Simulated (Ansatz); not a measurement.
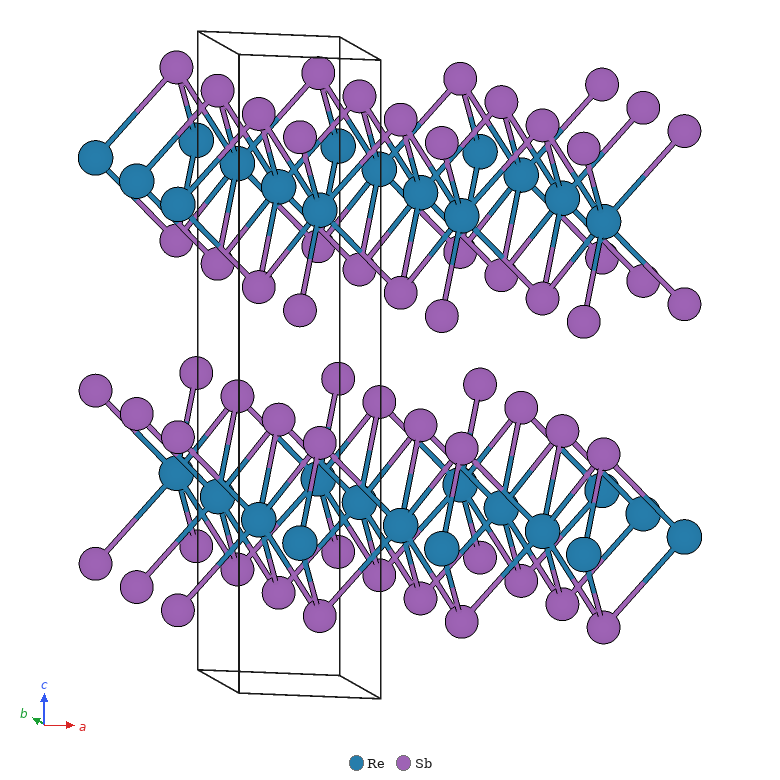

System ReSb₂ (space group P6_3/mmc, No. 194); source of the atomic positions: the end point of a relaxation with Ansatz 0.2.0, DFT PBE, scalar-relativistic, plane waves, PAW; the starting structure was generated, so it need not be a known form of this composition.

Bonds are taken as Re–Sb below 3.1 Å; no other contact counts. Atoms with one bond or none are removed and atoms with two bonds are replaced by edges, until no such atom is left.

> What kind of net remains, and which atoms are its nodes?

A binodal (3,6)-connected, two-periodic (layers) net: Sb is a 3-connected node; Re is a 6-connected node, in the ratio 2:1.

> Does the net have a name?

It is the net of the trigonal-prismatic layers of 2H-MoS2.

> How do the layers lie?

The layers lie parallel to (001).

> Give the first ten terms of the coordination sequence (nodes one, two, three … edges away).

Sb: 3, 13, 9, 24, 15, 36, 21, 48, 27, 60; Re: 6, 6, 18, 12, 30, 18, 42, 24, 54, 30.

> Give the point symbol of each node (shortest cycle at each angle).

Sb: 4³; Re: 4³·6¹².
